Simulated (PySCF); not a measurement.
SMILES CCc1ccc(OC)s1 at its GFN2-xTB optimised geometry (Å):

```
19

C     -2.2447    -3.0000     1.4060
C     -1.5795    -2.8607     0.0352
C     -0.6375    -1.7066     0.0000
C      0.7180    -1.7066     0.0000
C      1.2974    -0.4156     0.0000
C      0.3633     0.5726     0.0052
O      0.6227     1.8950     0.0093
C     -0.4877     2.7587     0.0045
S     -1.2535    -0.0758     0.0084
H     -2.9211    -3.8512     1.4142
H     -1.4920    -3.1447     2.1777
H     -2.8119    -2.1020     1.6407
H     -2.3534    -2.7301    -0.7258
H     -1.0215    -3.7701    -0.1976
H      1.3031    -2.6093    -0.0052
H      2.3534    -0.2225    -0.0040
H     -1.1040     2.6043    -0.8878
H     -0.0863     3.7701     0.0048
H     -1.1097     2.6062     0.8932
```

Level of theory: PBE0/def2-SVP (PySCF).

Map of the deformation density (molecule minus spherical neutral atoms) (e/bohr³) on the plane z = 0.6 Å:

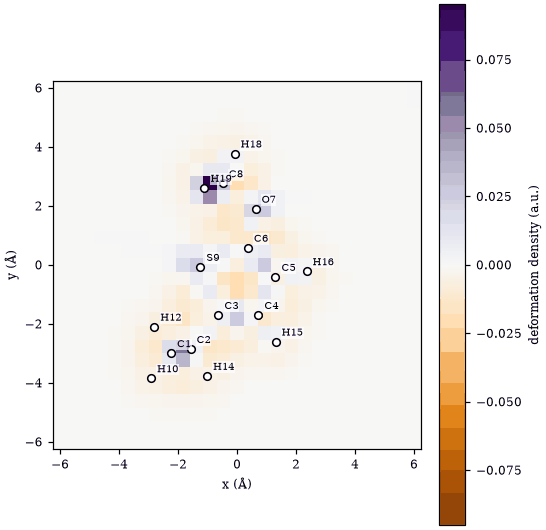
Deformation density (molecule minus spherical neutral atoms) (e/bohr³) on the plane z = 0.6 Å.
